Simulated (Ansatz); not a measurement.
# Calculations on InOF₂

**1. Relaxation**

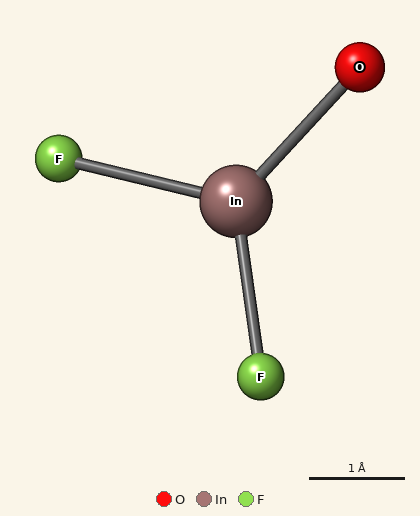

This is the input geometry for a constrained relaxation of InOF$_{2}$ (multiplicity 2). Style: ball-and-stick. Shown at a tilt.

All numbers below come from UKS PBE0-D4/def2-TZVP (Ansatz 0.2.0).

Input
```yaml
crystal:
  periodic: [false, false, false]
  atoms:
    - {symbol: O, position_ang: [-1.032013, -0.029587, 1.698338]}
    - {symbol: In, position_ang: [0.005545, -0.015223, 0.008471]}
    - {symbol: F, position_ang: [1.692888, -1.434530, -0.363197]}
    - {symbol: F, position_ang: [-0.375510, 1.221025, -1.415764]}
basis:
  gaussian: {orbitals: def2-TZVP}
magnetization: {spin_polarized: true, initial_magnetization: 1}
hamiltonian: {xc: pbe0, dispersion: d4}
relax: {f_tol: 0.005, max_steps: 200, constraints: [{distance: [1, 2]}]}
```

### Where does the constrained relaxation end?

After 4 geometry steps the energy has fallen by 1.31 kJ/mol. Largest force component: 0.16 eV/Å at the start, 0.00017 eV/Å at the end. O1 moves most after the best rigid fit: 0.099 Å. Largest moves by element: O 0.099 Å, F 0.073 Å, In 0.067 Å. Some distances before and after: In2–F4 1.924 → 1.911 Å, O1–In2 1.983 → 1.976 Å. Among the angles between lasting bonds that change: O1–In2–F4 122.1° → 130.0°, O1–In2–F3 122.1° → 115.6°.

History of the run:

| step | E − E(0), kJ/mol | largest force component, eV/Å |
| --- | --- | --- |
| 0 | 0.00 | 0.1570 |
| 1 | -0.74 | 0.0690 |
| 2 | -1.28 | 0.0772 |
| 3 | -1.31 | 0.0266 |
| 4 | -1.31 | 0.0002 |

The structure at the end:

```xyz
4

O    -0.9731   -0.1044    1.7270
In   -0.0366    0.0352   -0.0068
F     1.6404   -1.4106   -0.3184
F    -0.3397    1.2215   -1.4741
```

The end point in the same view:

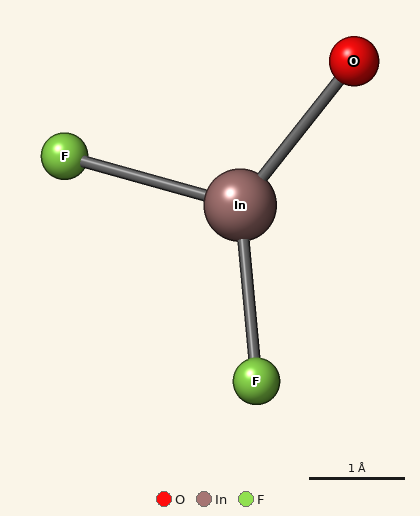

**2. Relaxation**

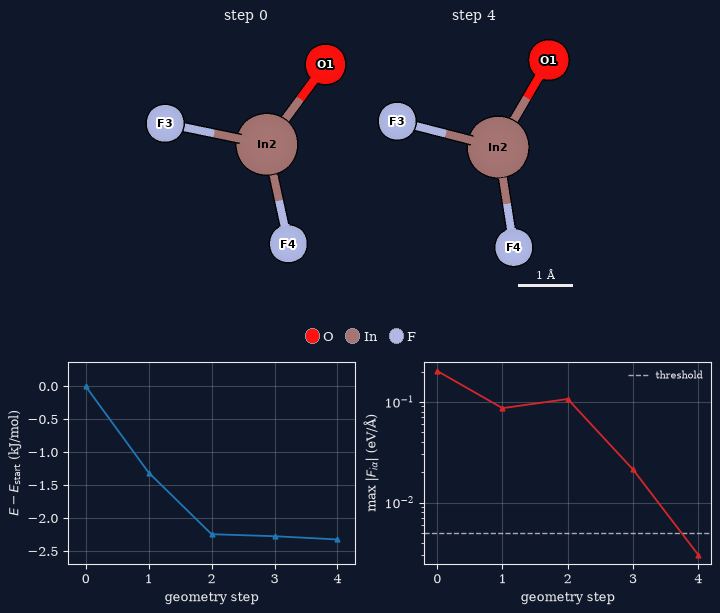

First and last geometry of a constrained relaxation of InOF2 (multiplicity 2), with the history of the run. The picture is a ball-and-stick view, seen from a free direction.

The calculation used Ansatz, UKS PBE0-D4/def2-TZVP. (held fixed: the distance between atoms 2 (In) and 3 (F), counting from 1; force threshold 0.005 eV/Å; at most 200 steps)

> Read the history and describe the run.

It converged. The energy falls by 2.32 kJ/mol in 4 geometry steps. The largest force component goes from 0.2 to 0.003 eV/Å. O1 moves most after the best rigid fit: 0.14 Å. By element the largest moves are O 0.14 Å, F 0.10 Å, In 0.09 Å. Some distances before and after: In2–F4 1.924 → 1.907 Å, O1–In2 1.983 → 1.972 Å. Bond angles that change, for instance: O1–In2–F4 122.1° → 132.8°, O1–In2–F3 122.1° → 113.2°. The run took of the order of 60 core-seconds on a shared host.

```
step  E − E(0), kJ/mol  largest force component, eV/Å
   0              0.00                         0.2028
   1             -1.31                         0.0865
   2             -2.24                         0.1067
   3             -2.27                         0.0213
   4             -2.32                         0.0030
```

**3. Scan**

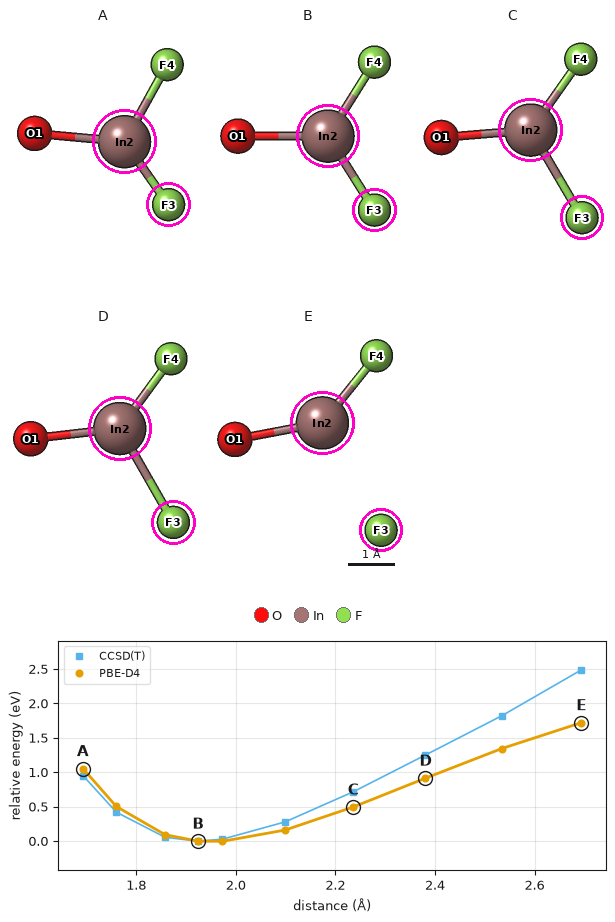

Energy scan for InOF$_{2}$ (multiplicity 2), in which the In2–F3 distance is varied, with all other coordinates relaxed. The lettered frames are marked on the plot, at the values of PBE-D4. The picture is a ball-and-stick view, seen face on. The ringed atoms are those of the scanned coordinate.

Computed with Ansatz: PBE-D4, CCSD(T), basis def2-TZVPP, on geometries relaxed under the constraint at PBE0-D4/def2-TZVP. Coupled cluster with a frozen core. Elements past krypton carry the basis set's effective core potentials. Energies are counted from the PBE0-D4/def2-TZVP minimum geometry at the same level.

> Read off the main features of the energy profile.

With PBE-D4: of the computed points the lowest is at the distance 1.973 Å, −0.003 eV. The end points stand at 1.054 eV (1.693 Å) and 1.721 eV (2.694 Å). The curvature at the lowest point is about 18 eV/Å² (2.9 mdyn/Å). The well is steeper on the short side, as for any bond. At 2.694 Å the levels give PBE-D4 1.721 eV, CCSD(T) 2.488 eV. The T1 diagnostic reaches 0.056, so the single-reference result is less sure there.

The computed points:

Energies in eV.

```
distance (Å)  PBE-D4  CCSD(T)
       1.693   1.054    0.953
       1.760   0.503    0.421
       1.858   0.093    0.056
       1.924   0.000    0.000
       1.973  −0.003    0.028
       2.099   0.161    0.279
       2.236   0.496    0.717
       2.381   0.915    1.251
       2.534   1.345    1.820
       2.694   1.721    2.488
```

**4. Scan**

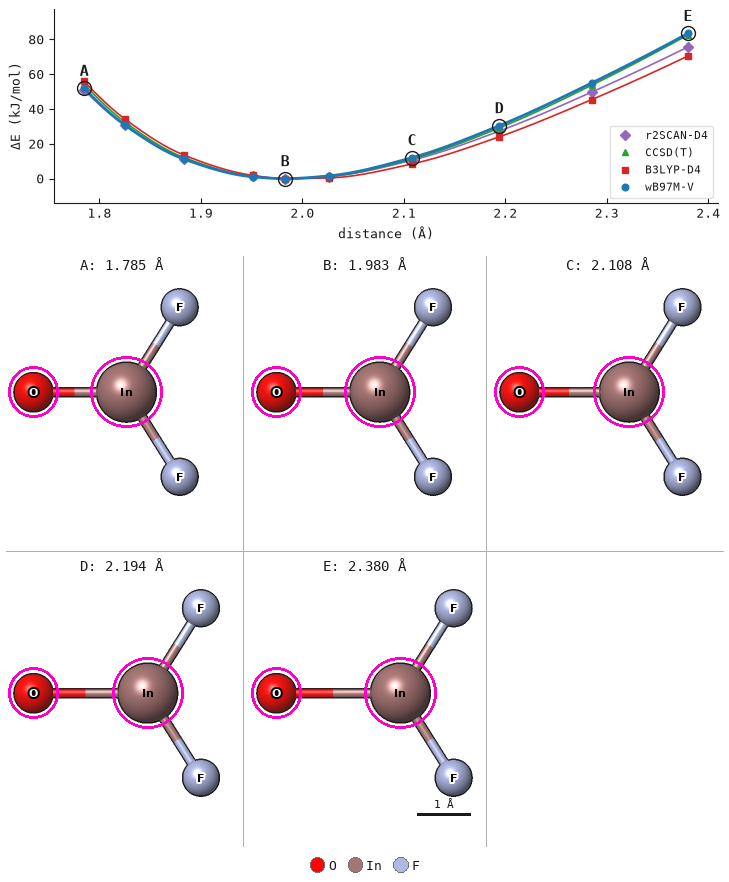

A scan of InOF$_{2}$ (multiplicity 2): the O–In bond length is varied, with the rest of the molecule carried along rigidly. The lettered frames are marked on the plot, at the values of wB97M-V. Style: ball-and-stick. Shown face on. The ringed atoms are those of the scanned coordinate.

Single-point energies from Ansatz with wB97M-V, B3LYP-D4, CCSD(T), r2SCAN-D4 in the def2-TZVPP basis, on geometries moved rigidly from the minimum at PBE0-D4/def2-TZVP. Coupled cluster with a frozen core. Elements past krypton carry the basis set's effective core potentials. Energies are counted from the PBE0-D4/def2-TZVP minimum geometry at the same level.

> Describe the profile.

With wB97M-V: the lowest computed point lies at the distance 1.983 Å (0.0 kJ/mol). The curvature at the lowest point is about 20 eV/Å² (3.2 mdyn/Å). The well is steeper on the short side, as for any bond. At 2.380 Å the levels give B3LYP-D4 70.5 kJ/mol, r2SCAN-D4 75.7 kJ/mol, CCSD(T) 82.6 kJ/mol, wB97M-V 83.5 kJ/mol. Closest to CCSD(T) there is wB97M-V.
